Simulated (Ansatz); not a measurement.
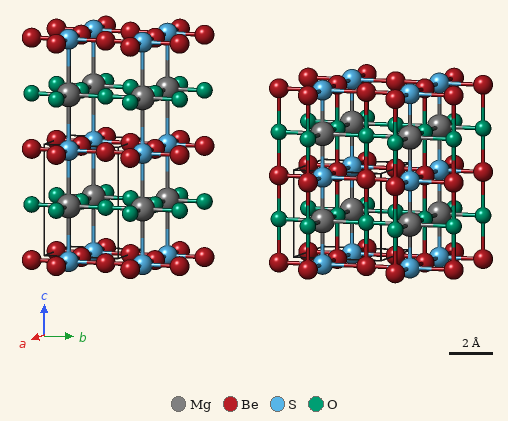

Two geometries of crystalline MgBe$_{2}$SO$_{2}$ (a generated structure, set up in P4/mmm) (coarse preliminary run), drawn at one scale. One is the start of a relaxation, the other its converged end. A ball-and-stick model of the cell of the calculation, repeated 2 × 2 × 2 with one cell outlined, seen slightly off an axis.

Theory: Ansatz, DFT PBE, scalar-relativistic, plane waves, PAW. Set-up: plane-wave cutoff 420 eV; k-point mesh 6 × 6 × 4; occupations gaussian; smearing width 0.1 eV; collinear spin; cell and atoms relaxed; force threshold 0.04 eV/Å; at most 70 steps.

**Which one is relaxed?**

The right one is the relaxed one. The atoms keep their places relative to the cell (all moves are under 0.005 Å). The drawn cell changes as follows: a = b 3.682 → 4.351 Å (+18.2 %), c 5.288 → 4.142 Å (−21.7 %); the volume changes by +9.4 %. Near-neighbour distances that change, for instance: Mg–S 2.644 → 2.071 Å, Be–O 2.644 → 2.071 Å, Mg–O 1.841 → 2.175 Å, Be–S 1.841 → 2.175 Å. The space group stays P4/mmm (No. 123). Over 8 accepted moves (10 points after the start) the energy falls by 2.782 eV per cell of the calculation. All forces vanish by symmetry, so only the cell relaxes. The pressure goes from 19.60 to 0.02 GPa. The SCF was repeated twice at an unchanged geometry on a basis and grid sized afresh for the cell, which shifted the energy by 0.177 eV per cell of the calculation at most. The program noted that the starting moments weren't kept.
